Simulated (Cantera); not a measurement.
Charge: 1 mol SiH₄, 3.6 mol N₂O, a varied amount of H₂, equilibrated at 325 °C and 28.0 mbar.

These are equilibrium values from Cantera (NASA tables, ideal gas, pure condensed phases), not measurements of a reactor. Candidate condensed phases: H₂O, Si, SiO₂, Si₂N₂O, Si₃N₄; 35 gas species. The numbers say what is thermodynamically allowed, not how fast it happens.

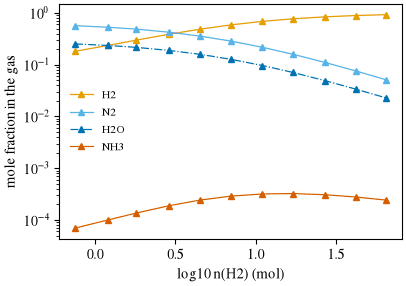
Equilibrium gas composition (values under 1e-9 drawn at 1e-9)

Q: Read off the mole fractions at 1.8 mol H₂.

A: N₂ about 0.49, H₂ about 0.30, H₂O about 0.22, NH₃ about 0.00014.
